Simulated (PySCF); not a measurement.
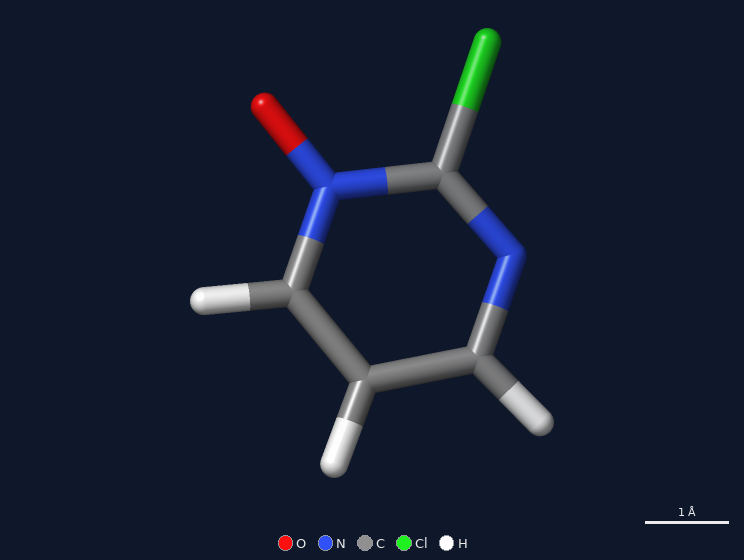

A stick model of a molecule. Every bond is drawn as one stick, whatever its order.

Computed geometry: GFN2-xTB optimisation. No frequency run is at hand to confirm it as a minimum.

Question: Which formula does it have?

Answer: C4H3ClN2O, 11 atoms: 4 carbon, 3 hydrogen, 1 chlorine, 2 nitrogen and 1 oxygen.

Question: Name some functional groups or characteristic bonds that it holds.

Answer: Among them: C–Cl bond.

Question: Does it have rings?

Answer: Independent rings (smallest set): 1 of 6 members, 1 of them aromatic.

More results for the same structure follow; atom numbers are the same in all pictures, views and colours differ.

Symmetry

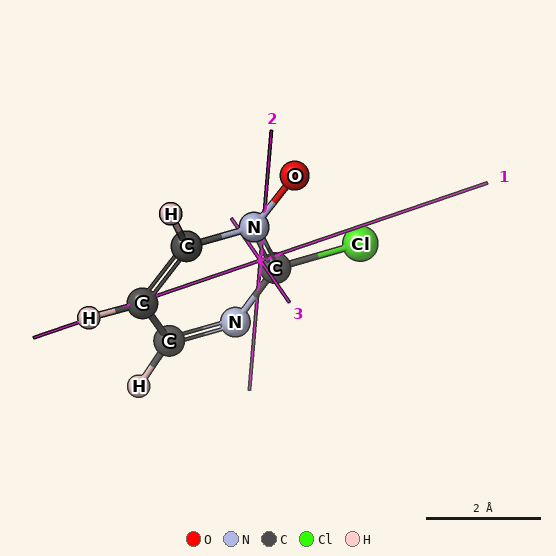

The three principal axes of inertia are drawn and numbered. Distant atoms are faded towards the background colour. No frequency run is at hand to confirm it as a minimum. Masses are those of the most abundant isotopes; constants are for the rigid equilibrium geometry.

Question: Which line is the a axis (least moment of inertia), which b and which c?

Answer: a is line 1, b is line 2, c is line 3; the moments are 153, 302, 455 u Å².

Question: What kind of rotor is it, and what are its rotational constants in GHz?

Answer: An asymmetric top (Cs): A = 3.30, B = 1.67, C = 1.11 GHz. Ray's parameter κ is −0.48, nearer the prolate limit.

Dipole moment

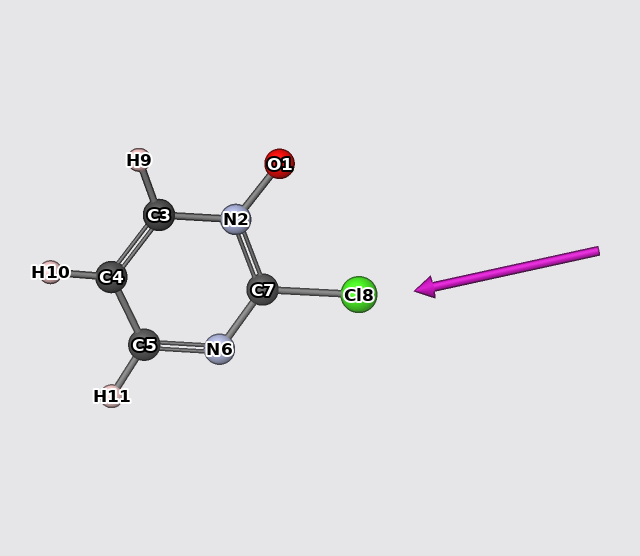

The arrow beside the molecule shows the direction of the dipole moment, from the negative to the positive end (its length means nothing). No frequency run is at hand to confirm it as a minimum. Properties computed with PBE0/pcSseg-1, gas phase (PySCF 2.14.0).

Question: How large is the dipole moment?

Answer: 4.33 D; it points from the side of Cl8 to the side of H10 (the outermost atoms at the two ends).

Excitation

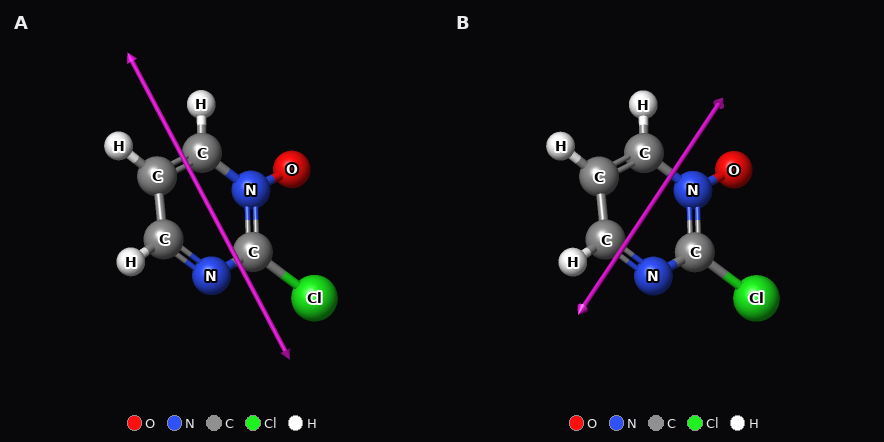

The double arrows show the directions of two transition dipoles from the ground state (lengths mean nothing). No frequency run is at hand to confirm it as a minimum. Level of theory: TDDFT PBE0/def2-SVPD, vertical, gas phase, core orbitals frozen in the response (PySCF 2.14.0).

Question: One belongs to singlet state 4 and one to singlet state 7. Which is which?

Answer: A: state 7, 6.06 eV (205 nm), oscillator strength 0.12, mainly HOMO−2 → LUMO (weight 0.90).
B: state 4, 4.96 eV (250 nm), oscillator strength 0.17, of mixed character, with the largest part HOMO → LUMO+1 (weight 0.48).

NMR shielding

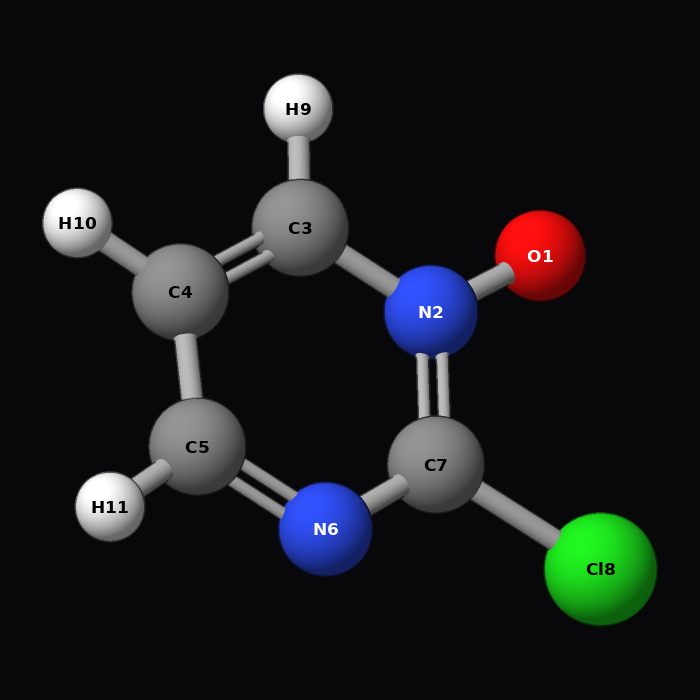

The questions are on isotropic NMR shieldings of the N atoms. No frequency run is at hand to confirm it as a minimum. Method: GIAO PBE0/pcSseg-1 NMR shielding, non-relativistic, gas phase (PySCF 2.14.0).

List the isotropic NMR shieldings of the N atoms.

| atom | σ (ppm) |
| --- | --- |
| N2 | −58.9 |
| N6 | −65.9 |
